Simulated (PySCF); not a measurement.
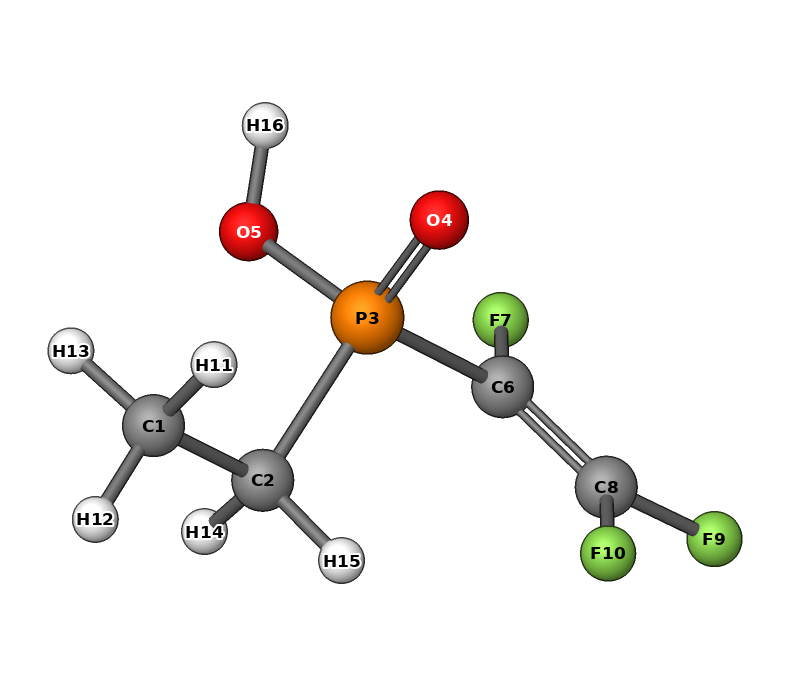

The questions are on isotropic NMR shieldings of the O atoms. The geometry was computed by an optimisation with GFN2-xTB. No frequency run is at hand to confirm it as a minimum. Level of theory: GIAO PBE0/pcSseg-1 NMR shielding, non-relativistic, gas phase (PySCF 2.14.0).

List the isotropic NMR shieldings of the O atoms.

```json
{"atom": "O4", "σ (ppm)": "178.1"}
{"atom": "O5", "σ (ppm)": "233.6"}
```

The geometry is semi-empirical. Around P such bond lengths and angles can be off by a tenth of an ångström or more and by several degrees, and values that hang on the shape move with them.
